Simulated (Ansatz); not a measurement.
# SiH3OF (SMILES O[SiH2]F): CCSD(T)/aug-cc-pVDZ

What is the energy change on altering one bond length of SiH3OF at CCSD(T)/aug-cc-pVDZ? 

The results are computed with Ansatz 0.2.0.

72 further runs of the same task are left out: 72 set aside as unsound or not needed.

**1. Starting point**

SiH3OF: 6 atoms, total charge 0, spin state singlet. As SMILES, `O[SiH2]F`. The coordinates come from a PBE0-D4/def2-TZVP relaxation. This is one conformer, not always the lowest.

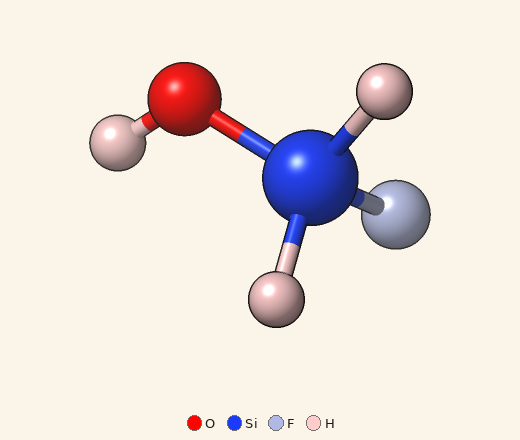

Viewed from a chosen angle; oxygen red, silicon blue, fluorine light blue, hydrogen pink.

**2. The energy at CCSD(T)/aug-cc-pVDZ**

in.yaml reads:

```yaml
crystal:
  periodic: [false, false, false]
  atoms:
    - {symbol: O, position_ang: [-0.853500, -0.209200, -0.924100]}
    - {symbol: Si, position_ang: [0.378300, -0.009300, 0.123900]}
    - {symbol: F, position_ang: [0.180800, -0.922800, 1.417800]}
    - {symbol: H, position_ang: [-1.714200, 0.150200, -0.705600]}
    - {symbol: H, position_ang: [1.595600, -0.458500, -0.575800]}
    - {symbol: H, position_ang: [0.455100, 1.385600, 0.617600]}
basis:
  gaussian: {orbitals: aug-cc-pVDZ}
scf: {omitted_lower_state_checks: [cluster_reference, increment]}
accuracy: high
correlation: {method: ccsd_t, frozen_orbitals: {F: 1, H: 0, O: 1, Si: 5}}
```

Command:

```sh
$ ansatz run in.yaml --threads 1 --pin off --max-ram 3480MiB --events-out events.jsonl --progress --plain --runs-dir runs
```

Log (excerpt; [...] marks lines left out):

```text
Warning: RAYON_NUM_THREADS=1 ignored (pool sized by the plan → 1); use --threads N
Functional definition: HF
  name "HF"
[...]
2017 factors; integrals over basis functions are off by at most 3.4e-9 eV
[...]
mean field -12656.22831307 eV, -465.1078118056 hartree, gradient 2.0e-8 eV, S^2 0.000000; 0 other end points of the search recorded, 0 dependent functions left out
7 core orbitals not correlated: weight in the atoms' cores, before any rotation towards them, 1.000 or more for the frozen orbitals, at most 0.000 for the correlated occupied ones
reference -12656.22831307 eV, -465.1078118056 hartree; 10, 10 occupied and 83, 83 virtual orbitals, 2017 factors
second order -13.93773641 eV of doubles, -0.00000000 eV of singles
cycle   1  -14.09469421 eV  change   -1.6e-1 eV  update   9.1e-2
[...]
cycle  20  -14.51332451 eV  change  -1.8e-10 eV  update   2.0e-9
perturbative correction -0.35103901 eV, -0.0129004455 hartree
Total energy: -12671.09267658 eV, -465.6540670891 hartree
Checks for a lower state left out: cluster_reference, increment
```

Wall time 26 s (1 thread of Arm Neoverse V1, shared host); peak memory 0.69 GiB.

**3. The distorted shape**

input.yaml reads:

```yaml
crystal:
  periodic: [false, false, false]
  atoms:
    - {symbol: O, position_ang: [-1.038240, -0.239180, -1.081274]}
    - {symbol: Si, position_ang: [0.378300, -0.009300, 0.123900]}
    - {symbol: F, position_ang: [0.180800, -0.922800, 1.417800]}
    - {symbol: H, position_ang: [-1.898940, 0.120220, -0.862774]}
    - {symbol: H, position_ang: [1.595600, -0.458500, -0.575800]}
    - {symbol: H, position_ang: [0.455100, 1.385600, 0.617600]}
basis:
  gaussian:
    orbitals: aug-cc-pVDZ
correlation:
  method: ccsd_t
  frozen_orbitals: {F: 1, H: 0, O: 1, Si: 5}
accuracy: high
scf:
  omitted_lower_state_checks: [cluster_reference, increment]
```

Command:

```sh
$ ansatz run input.yaml --threads 1 --pin off --max-ram 3480MiB --events-out events.jsonl --progress --plain --runs-dir runs
```

Log (excerpt; [...] marks lines left out):

```text
Warning: RAYON_NUM_THREADS=1 ignored (pool sized by the plan → 1); use --threads N
[... 2 set-up lines as earlier in the session ...]
[...]
2012 factors; integrals over basis functions are off by at most 3.6e-9 eV
[...]
mean field -12655.65819989 eV, -465.0868605329 hartree, gradient 1.7e-8 eV, S^2 0.000000; 0 other end points of the search recorded, 0 dependent functions left out
7 core orbitals not correlated: weight in the atoms' cores, before any rotation towards them, 1.000 or more for the frozen orbitals, at most 0.000 for the correlated occupied ones
reference -12655.65819989 eV, -465.0868605329 hartree; 10, 10 occupied and 83, 83 virtual orbitals, 2012 factors
second order -14.15673319 eV of doubles, -0.00000000 eV of singles
cycle   1  -14.24428211 eV  change   -8.8e-2 eV  update   9.9e-2
[...]
cycle  22  -14.70406846 eV  change   2.7e-10 eV  update  8.7e-10
perturbative correction -0.38226815 eV, -0.0140480954 hartree
Total energy: -12670.74453650 eV, -465.6412731773 hartree
Checks for a lower state left out: cluster_reference, increment
```

Wall time 28 s (1 thread of Arm Neoverse V1, shared host); peak memory 0.69 GiB.

**4. Summary of results**

At CCSD(T)/aug-cc-pVDZ, 7 core orbitals frozen:

| quantity | value |
| --- | --- |
| first shape: total energy | -465.65407 Eh |
| first shape: correlation energy (7 core orbitals frozen) | -546.3 mEh |
| first shape: (T) correction | -12.90 mEh |
| first shape: T1 diagnostic | 0.013 |
| distorted shape: total energy | -465.64127 Eh |
| distorted shape: correlation energy (7 core orbitals frozen) | -554.4 mEh |
| distorted shape: (T) correction | -14.05 mEh |
| distorted shape: T1 diagnostic | 0.015 |
| energy change with the O1–Si2 bond stretched from 1.630 to 1.874 Å | 0.348 eV |

In words: With the O1–Si2 bond stretched from 1.630 to 1.874 Å the energy rises by 0.35 eV (33.6 kJ/mol). The first shape isn't relaxed at this level, so the change isn't measured from a minimum. The triples (first shape) make up 2.4 % of the correlation energy. The triples (distorted shape) make up 2.5 % of the correlation energy.
